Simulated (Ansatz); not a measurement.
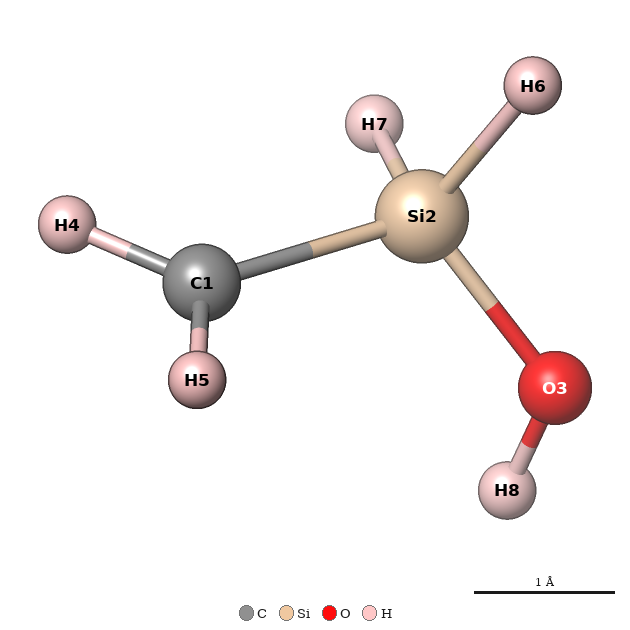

Simulated data, not a measurement (program: Ansatz).

Orthographic view. Depth is shown by fading: the farther an atom, the more it takes the colour of the background. State: neutral, doublet. Geometry: moved along internal coordinates away from the minimum.

Give the geometry as a Z-matrix, atoms in numerical order, with these reference atoms: 2 to 1; 3 to 2, 1; 4 to 1, 2, 3; 5 to 1, 4, 2; 6 to 2, 3, 1; 7 to 2, 6, 3; 8 to 3, 2, 6.

```
C  
Si   1   1.840
O    2   1.567   1   112.2
H    1   1.086   2   122.8   3  -140.4
H    1   1.087   4   114.6   2   177.6
H    2   1.485   3   104.2   1   120.7
H    2   1.490   6   109.4   3  -119.5
H    3   0.958   2   117.1   6   178.9
```
